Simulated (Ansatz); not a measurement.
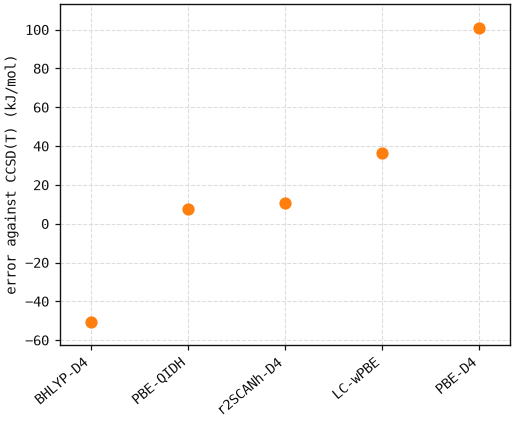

Error in the electronic atomisation energy (method less reference, so positive means overbinding) of CH₄BN, SMILES B1CN1: functionals in def2-TZVPP against frozen-core CCSD(T) at the limit (scheme: direct), which gives 2597.8 kJ/mol, at a PBE0-D4/def2-TZVP geometry (a minimum by its frequencies), no zero-point or spin-orbit term, the Ansatz code. The reference leaves out core correlation, a term that grows with the number of heavy atoms. PBE-QIDH holds a correlation term that converges slowly with the basis, so part of the distance to the limit is basis error. No dispersion term is added to PBE-QIDH and LC-wPBE.

Question: Which of these levels overbind, and which underbind?

Answer: Overbind: LC-wPBE and PBE-D4. Underbind: BHLYP-D4. Within 15 kJ/mol of zero, too close to call in view of what the reference leaves out: PBE-QIDH and r2SCANh-D4.

Question: Give the values.

Answer:
| level | kJ/mol |
| --- | --- |
| BHLYP-D4 | −50.5 |
| PBE-QIDH | 7.8 |
| r2SCANh-D4 | 10.5 |
| LC-wPBE | 36.2 |
| PBE-D4 | 101.0 |
